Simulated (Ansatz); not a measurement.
# C3H7B: what the fields show

The calculation's input:

```
crystal:
  periodic: [false, false, false]
  atoms:
    - {symbol: C, position_ang: [-0.750194, 1.112673, 0.369417]}
    - {symbol: C, position_ang: [-0.382308, -0.183051, -0.314708]}
    - {symbol: B, position_ang: [0.970433, -0.404733, -0.983957]}
    - {symbol: C, position_ang: [0.657591, -1.121508, 0.324348]}
    - {symbol: H, position_ang: [-1.440354, 0.941554, 1.201306]}
    - {symbol: H, position_ang: [-1.223057, 1.808940, -0.327596]}
    - {symbol: H, position_ang: [0.133099, 1.611545, 0.777943]}
    - {symbol: H, position_ang: [-1.231380, -0.704280, -0.756085]}
    - {symbol: H, position_ang: [1.740721, -0.149750, -1.848049]}
    - {symbol: H, position_ang: [0.440972, -2.185973, 0.343297]}
    - {symbol: H, position_ang: [1.149878, -0.782514, 1.234484]}
basis:
  gaussian: {orbitals: def2-TZVPP}
hamiltonian: {xc: pbe0, dispersion: d4}
output: {orbitals: {seedname: orbitals}}
```

Launched as:

```sh
ansatz run in.yaml --threads 2 --pin off --events-out ev --progress --plain --max-ram 4352MiB
```

Geometry: PBE0-D4/def2-TZVP.

The calculation used RKS PBE0-D4/def2-TZVPP in Ansatz.

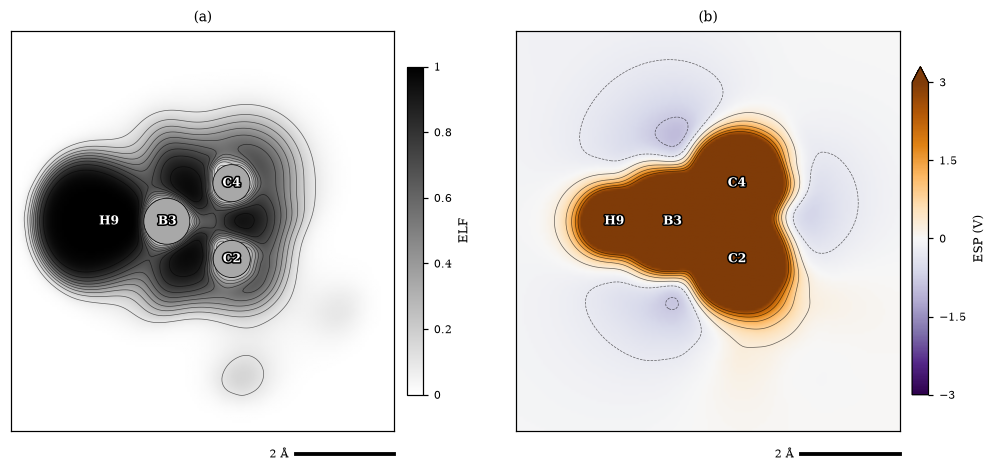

Figure 1. (a) electron localisation function; (b) electrostatic potential on the plane of atoms C2, B3 and C4. Grey discs cover the atomic cores in the ELF map.

### What do the fields say about this system?

- The section cuts through C, B and H sites.
- C–C (1.54 Å): the ELF peaks at about 0.90 between the atoms: localised, covalent bonding.
- C–B (1.52 Å): the ELF peaks at about 0.90 between the atoms; a covalent bond.
- B–H (1.19 Å): the ELF climbs to about 1 towards the hydrogen, as it does in any bond to H; an ordinary covalent bond to hydrogen.
- Outside the dense part of the molecule the potential is most negative (−1.0 V) near C4.

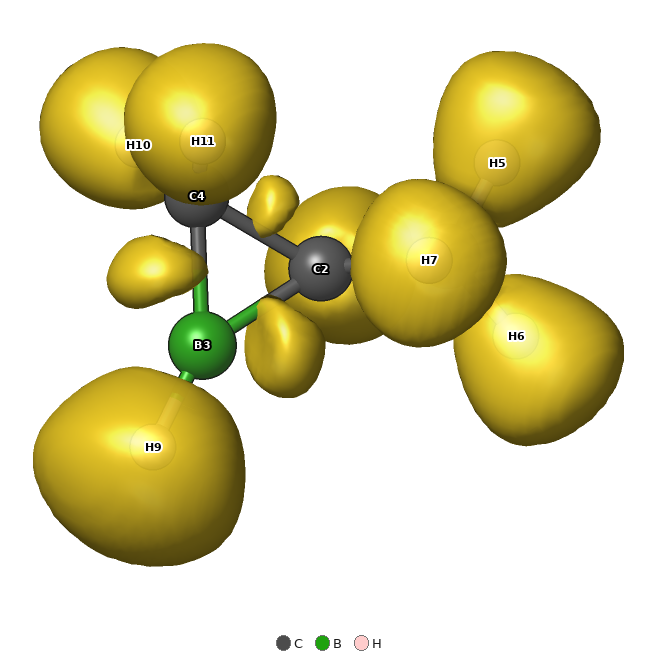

Figure 2. Isosurface of the electron localisation function at 0.85 (yellow), seen across its widest extent. Core shells and regions of very low density are left out.

### Describe the localisation domains.

At this value the surface marks out two regions between bonded B–C atoms (shared pairs), two regions between bonded C–C atoms (shared pairs) and seven regions around hydrogen nuclei. Along the contacts the grid gives the following. C–C (1.51 Å): the ELF peaks at about 0.95 between the atoms (a shared electron pair).

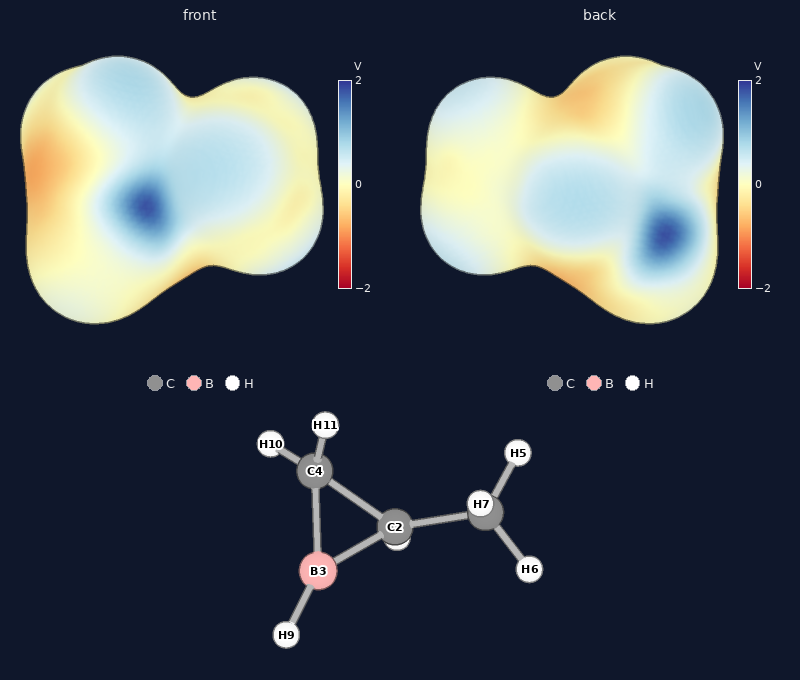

Figure 3. The molecular electrostatic potential painted on the density surface at 0.002 e/bohr³, seen from the front and from behind; the colour scale runs from red (negative) to blue (positive). The bare structure is drawn below in the same view.

### Describe the electrostatic potential map.

The most negative region (about −0.8 V) lies over C4, the most positive (about +1.7 V) over B3.
